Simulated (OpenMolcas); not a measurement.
# ClH4NSi (SMILES N[SiH2]Cl): a first try and a second

Aim: a single-point energy of ClH4NSi at MP2/6-311G** (RICD fitting).

The calculation is run with OpenMolcas 26.06.

**1. The system as given**

ClH4NSi has 7 atoms, charge 0, and is taken as a singlet. As SMILES, `N[SiH2]Cl`. The shape comes from GFN2-xTB, which is rough for such elements, and wasn't checked as a minimum.

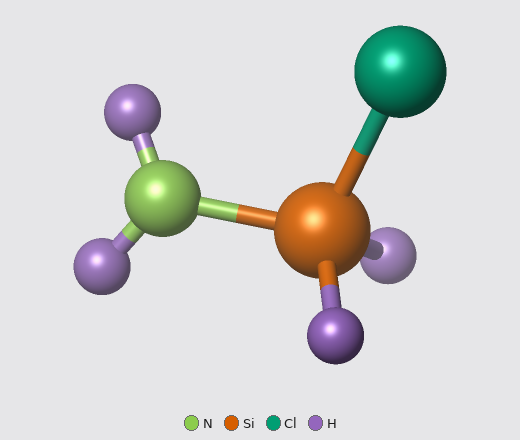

Viewed from a chosen angle; nitrogen green, silicon orange, chlorine teal, hydrogen purple.

**2. Try one**

mol.input reads:

```
* ClH4NSi MP2

&GATEWAY
 COORD
 7
 bohr
 N     -1.56905850    -0.25753188    -1.24037843
 Si     1.10926924     0.21440833     0.52757374
 Cl     1.03870686    -2.50469970     3.18932858
 H     -1.89310873     0.80481546    -2.78169575
 H     -3.20777230    -0.72690205    -0.39338429
 H      1.27633992     2.63206724     1.86621793
 H      3.24562352    -0.16215740    -1.16768067
 BASIS = 6-311G**
 GROUP = NoSym

&SEWARD

&SCF
 CHARGE = 1
 PRORBITALS = 1 1

&MBPT2
 FROZEN = 11
```

On the command line:

```console
$ export MOLCAS_MEM=1860
$ pymolcas mol.input > mol.log
```

What it wrote:

```text
--- Start Module: gateway ---

                                              &GATEWAY

                       available to each process: 1.9 GB of memory, 1 thread

++    Symmetry information:
      ---------------------

                    Character Table for C1

                             E
                    a        1  x, y, xy, Rz, z, xz, Ry, yz, Rx, I
--

++    Basis set information:
      ----------------------

      Basis set label: N.6-311G**.........

      Electronic valence basis set:
      ------------------
      Associated Effective Charge   7.000000 au
      Associated Actual Charge      7.000000 au
      Nuclear Model: Point charge

      Shell  nPrim  nBasis  Cartesian Spherical Contaminant
         s      11       4        X
         p       5       3        X
         d       1       1                 X

      Basis set label: SI.6-311G**.........

      Electronic valence basis set:
      ------------------
      Associated Effective Charge  14.000000 au
      Associated Actual Charge     14.000000 au
      Nuclear Model: Point charge

      Shell  nPrim  nBasis  Cartesian Spherical Contaminant
         s      12       6        X
         p       9       5        X
         d       1       1        X

      Basis set label: CL.6-311G**.........

[... 105 lines left out ...]
      Basis set specifications :
      Symmetry species         a
      Basis functions           96

 Failed to generate input file to MOLDEN
 No mixing allowed of spherical and cartesian d, f, g-functions
--- Stop Module: seward /rc=_RC_ALL_IS_WELL_ ---
--- Module seward spent 4 seconds ---

--- Start Module: scf ---

                                                &SCF

                       available to each process: 1.9 GB of memory, 1 thread

++    Input section:
      --------------

      Header of the integral files:

      Cartesian coordinates in angstrom:
      -----------------------------------------------------
      No.  Label        X            Y            Z
      -----------------------------------------------------
       1   N1        -0.83031000  -0.13628000  -0.65638000
       2   SI2        0.58700000   0.11346000   0.27918000
       3   CL3        0.54966000  -1.32543000   1.68772000
       4   H4        -1.00179000   0.42589000  -1.47201000
       5   H5        -1.69748000  -0.38466000  -0.20817000
       6   H6         0.67541000   1.39283000   0.98756000
       7   H7         1.71751000  -0.08581000  -0.61791000
      -----------------------------------------------------
      Nuclear repulsion energy =  153.24893510
--

++    Orbital specifications:
      -----------------------

      Symmetry species               1
                                     a
      Frozen orbitals                0
 WrInp: Error in definition of molecular charge!
 Current implementation only allows double occupations.
 Tot_Charge    :   1.0000000000000000
 Tot_El_Charge :  -41.000000000000000
 Tot_Nuc_Charge:   42.000000000000000

--- Stop Module: scf /rc=-6 ---

.########################.
.# Non-zero return code #.
.########################.

    Timing: Wall=5.01 User=3.87 System=1.09
```

It took 5.4 s on 1 thread of Arm Neoverse N1, shared host; peak memory 0.53 GiB.

**3. Reading the log**

The program broke off before the end.

The telling line is `WrInp: Error in definition of molecular charge`. Cause: the electron count doesn't fit the spin or reference typed: an even count needs an odd multiplicity, an odd count an even one. To mend it: change of charge default in place of 1.

**4. The mended input**

Edit mol.input of step 2 so:

```diff
@@ -1,3 +1 @@
-* ClH4NSi MP2
-
 &GATEWAY
@@ -13,4 +11,8 @@
  H      3.24562352    -0.16215740    -1.16768067
- BASIS = 6-311G**
- GROUP = NoSym
+ BASIS
+ 6-311G**
+ GROUP
+ NoSym
+ RICD
+ ACD
 
@@ -19,6 +21,10 @@
 &SCF
- CHARGE = 1
- PRORBITALS = 1 1
+ ITERATIONS
+ 86
+ NODIIS
+ PRORBITALS
+ 1 2
 
 &MBPT2
- FROZEN = 11
+ FROZEN
+ 11
```

On the command line:

```console
$ export MOLCAS_MEM=300
$ pymolcas mol.input > mol.log
```

What it wrote, shortened:

```text
--- Start Module: gateway ---
[...]
       Convergence after  15 Iterations
[...]
      Dipole Moment (debye):
[... 11 lines left out ...]
 Failed to generate input file to MOLDEN
[... 10 lines left out ...]
WARNING!
[... 15 lines left out ...]
      Nuclear repulsion energy =  153.24893510
[...]
       Reference weight ( Cref**2 )         =        0.87735
::    Total MBPT2 energy                             -805.7387537911
[...]
--- Stop Module: mbpt2 /rc=_RC_ALL_IS_WELL_ ---
[...]
```

Run time: 6.6 s. Hardware: 1 thread of Arm Neoverse N1, shared host; peak memory 0.25 GiB.

**5. Results**

At MP2/6-311G** (RICD fitting):

| quantity | value |
| --- | --- |
| total energy | -805.73875 Eh |
| dipole moment (mean-field density) | 2.64 D |
| HOMO energy (Hartree–Fock orbitals) | -11.26 eV |
| LUMO energy (Hartree–Fock orbitals) | 3.37 eV |
| HOMO–LUMO gap (Hartree–Fock orbitals) | 14.63 eV |
| correlation energy (11 core orbitals frozen) | -421.8 mEh |

What this shows: Mulliken charges of the mean-field density run from -0.80 on N1 to +1.08 on Si2; they depend strongly on the basis.
